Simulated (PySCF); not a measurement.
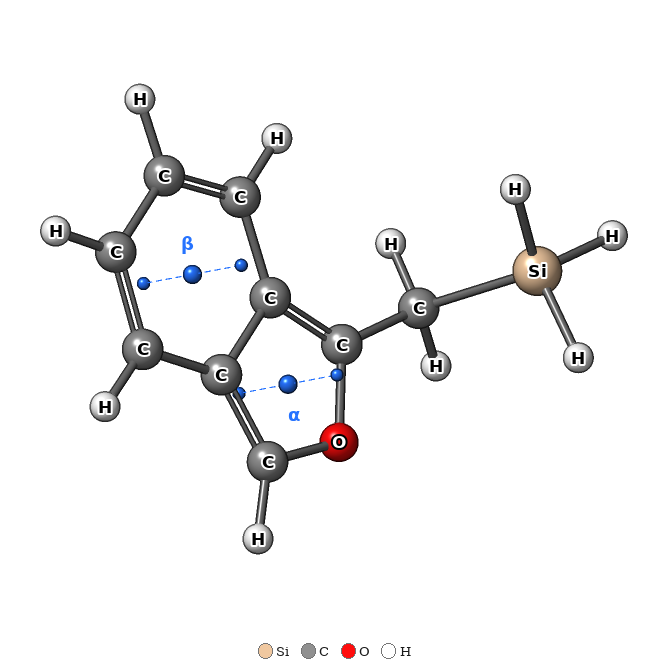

The small points mark where nucleus-independent chemical shifts (NICS) were computed: at the centre of each lettered ring and 1 Å above and below it. The computed structure is the end point of a PBE0-D3(BJ)/def2-SVP optimisation. No frequency run is at hand to confirm it as a minimum. Properties computed with GIAO PBE0/pcSseg-1 NMR shielding, non-relativistic, IEF-PCM chloroform (PySCF 2.14.0).

Give NICS(0), NICS(1) and the out-of-plane component NICS(1)zz for each ring (means of the two sides).

| ring | members | NICS(0) | NICS(1) | NICS(1)zz |
| --- | --- | --- | --- | --- |
| α | C4O | −15.0 | −13.0 | −33.7 |
| β | C6 | −5.0 | −7.8 | −17.3 |

Values in ppm.

Question. What do the values say about the ring currents?

Answer. Ring α: diatropic, as in an aromatic ring. Ring β: diatropic, as in an aromatic ring. NICS is one index among several.
